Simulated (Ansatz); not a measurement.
**H2O (singlet): inputs that go wrong at distance O1–H2 = 2.626 Å**

3 inputs are run for H2O (singlet) as typed; the log has to tell whether the result can be used and what must change.

Program: Ansatz 0.2.0, Gaussian basis. Level of theory: the settings change from run to run. These are calculated values, not measurements.

21 further runs of the same task are left out: 12 that didn't finish, 9 set aside as unsound or not needed.

## 1. The system

The geometry derives from a PBE0/def2-TZVP stationary point (not a proven minimum). One bond is set to the value named and the two fragments are kept rigid.

3 atoms, charge 0, spin multiplicity 1.

Atoms are counted from 1 here; the program's logs count them from 0.

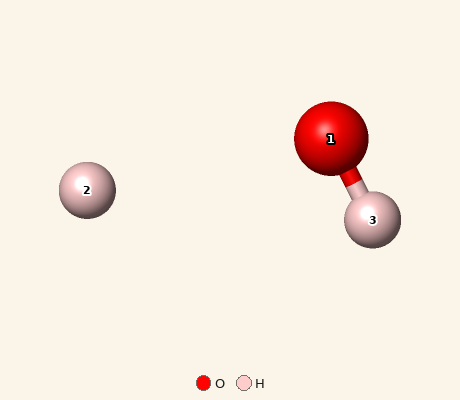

The geometry (oxygen red, hydrogen pink); atoms are numbered from 1 in the order of the file.

Coordinates:

```
atom   x (Å)    y (Å)    z (Å)
  O1  0.0000  -0.1220   0.0740
  H2  0.0000   1.4755  -2.0102
  H3  0.0000   0.4617   0.8356
```

## 2. Input 1

File in.yaml:

```yaml
crystal:
  periodic: [false, false, false]
  atoms:
    - {symbol: O, position_ang: [0.000000, -0.122039, 0.074000]}
    - {symbol: H, position_ang: [0.000000, 1.475483, -2.010178]}
    - {symbol: H, position_ang: [0.000000, 0.461689, 0.835550]}
basis:
  gaussian: {orbitals: cc-pVDZ}
correlation: {method: fic_mrcisd_q, electrons: valence, active_space: {window: {electrons: 2, orbitals: 2}, places: [1, 2]}}
```

Run with:

```
ansatz run in.yaml --threads 1 --pin off --events-out ev --progress --plain --max-ram 2393MiB
```

The log of the run:

```text
Error: invalid value for `correlation.active_space`: name one of window, places and ras
```

It took 0.03 s on 1 thread of Arm Neoverse V2, shared host.

Diagnosis: The run was refused. The active space is defined twice. Fix: keep one definition.

## 3. Input 2

File in.yaml:

```yaml
crystal:
  periodic: [false, false, false]
  atoms:
    - {symbol: O, position_ang: [0.000000, -0.122039, 0.074000]}
    - {symbol: H, position_ang: [0.000000, 1.475483, -2.010178]}
    - {symbol: H, position_ang: [0.000000, 0.461689, 0.835550]}
basis:
  gaussian: {orbitals: "6-31++G**"}
correlation: {active_space: {ras: {orbitals: [4, 0, 26], electrons: 5, max_holes: 2, max_particles: 2}, fixed_orbitals: true}}
scf: {lower_state_search: full}
```

Same command.

The log of the run:

```text
Functional definition: HF
  name "HF"
  cite "Fock, Z. Phys. 61, 126 (1930) doi:10.1007/BF01340294"
  parent pbe
  exchange = exact_x
  correlation = 0
277 factors; integrals over basis functions are off by at most 9.6e-4 eV
mean field evaluation 1: about -2053.0669 eV, gradient 4.8e1 eV
mean field evaluation 2: about -2053.0679 eV, gradient 4.8e1 eV
mean field evaluation 4: about -2059.8806 eV, gradient 6.3e0 eV
mean field evaluation 8: about -2060.3733 eV, gradient 4.8e-2 eV
mean field evaluation 16: about -2054.3783 eV, gradient 2.2e-1 eV
mean field evaluation 32: about -2058.0011 eV, gradient 1.1e1 eV
mean field evaluation 64: about -2057.4242 eV, gradient 1.2e-1 eV
mean field -2060.37122403 eV, -75.7172459132 hartree, gradient 6.8e-6 eV, S^2 0.000000; 7 other end points of the search recorded, 0 dependent functions left out
reference -2060.37122403 eV, -75.7172459132 hartree; 5, 5 occupied and 26, 26 virtual orbitals, 277 factors
Error: 5 electrons in 30 orbitals form no window around the highest filled level of the reference
```

Run time: 0.15 s. Hardware: 1 thread of Arm Neoverse V2, shared host.

**Diagnosis.** The run stopped with an error. The electron count of the restricted space is wrong. Fix: count the correlated electrons again.

## 4. Input 3

File in.yaml:

```yaml
crystal:
  periodic: [false, false, false]
  atoms:
    - {symbol: O, position_ang: [0.000000, -0.122039, 0.074000]}
    - {symbol: H, position_ang: [0.000000, 1.475483, -2.010178]}
    - {symbol: H, position_ang: [0.000000, 0.461689, 0.835550]}
basis:
  gaussian: {orbitals: cc-pVTZ}
correlation: {active_space: {window: {electrons: 2, orbitals: 2}}}
accuracy: high
magnetization: {spin_polarized: true, initial_magnetization: 0}
```

The command is unchanged.

The log of the run:

```text
Error: invalid value for `correlation.active_space`: it starts from restricted Hartree–Fock orbitals; set hamiltonian.xc: hf without magnetization.spin_polarized
```

Wall time 0.03 s (1 thread of Arm Neoverse V2, shared host).

**Diagnosis.** The run was refused. An active space is asked on unrestricted orbitals. Cure: drop spin_polarized: true.

## 5. Summary

```
input                  level                ended                                                cause    time
    1  MRCISD+Q(2,2)/cc-pVDZ              refused                    the active space is defined twice  0.03 s
    2         CISD/6-31++G**  stopped by an error  the electron count of the restricted space is wrong  0.15 s
    3    CASSCF(2,2)/cc-pVTZ              refused    an active space is asked on unrestricted orbitals  0.03 s
```

2 refused, 1 stopped by an error.
